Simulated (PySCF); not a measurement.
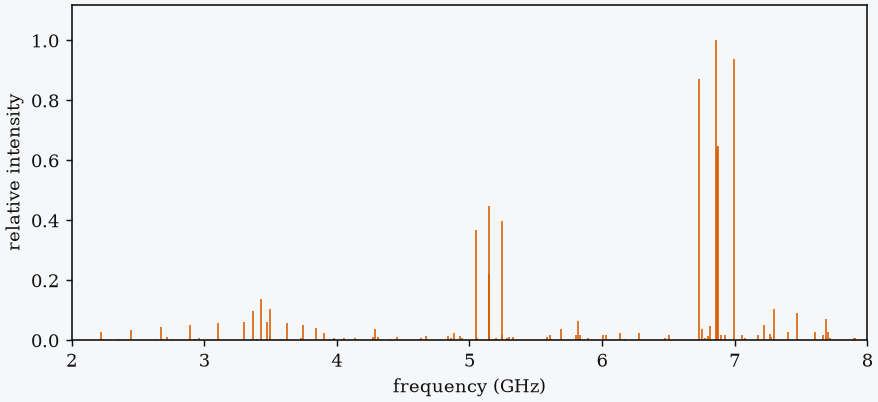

Simulated rotational absorption lines between 2 and 8 GHz at 5 K: rigid rotor with the equilibrium constants and dipole of one optimised conformer (PBE0-D3(BJ)/def2-SVP, PySCF 2.14.0), commonest isotopes; no centrifugal distortion, hyperfine structure, internal rotation or nuclear-spin weights; lines within 1 MHz of each other are summed.

> Which molecule gives this spectrum?
A. C₄H₁₀BBr, SMILES CC(C)(C)BBr
B. C₆H₉N, SMILES CCn1cccc1
C. C₂HF₅S, SMILES C#C[S](F)(F)(F)(F)F
D. C₃H₁₃NSi₂, SMILES CC(C)N[SiH2][SiH3]

Option D. Rotational constants A, B, C = 4.798, 0.8908, 0.8255 GHz, |μa|, |μb|, |μc| = 1.24, 0.20, 0.54 D.

Known limits of this run: coarse grid, loose stop and no frequency check, small forces are noise and the end may be a saddle.
